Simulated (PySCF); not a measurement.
SMILES CC([O])=O (C₂H₃O₂), doublet at its B3LYP/def2-SVP optimised geometry (Å):

```
7

C      0.9091     0.0039     0.0000
C     -0.5864     0.0039     0.0000
O     -1.2902     1.0426     0.0000
O     -1.2839    -1.0426     0.0001
H      1.2751    -0.5313     0.8901
H      1.2902     1.0346    -0.0008
H      1.2752    -0.5329    -0.8890
```

Computed with unrestricted B3LYP/def2-TZVP in PySCF 2.14.0.

Map of the log10 of the electron density (e/bohr³), floored at −4 on the plane z = 0.6 Å:

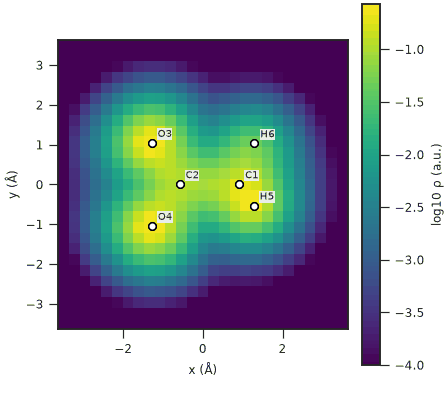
Log10 of the electron density (e/bohr³), floored at −4 on the plane z = 0.6 Å.
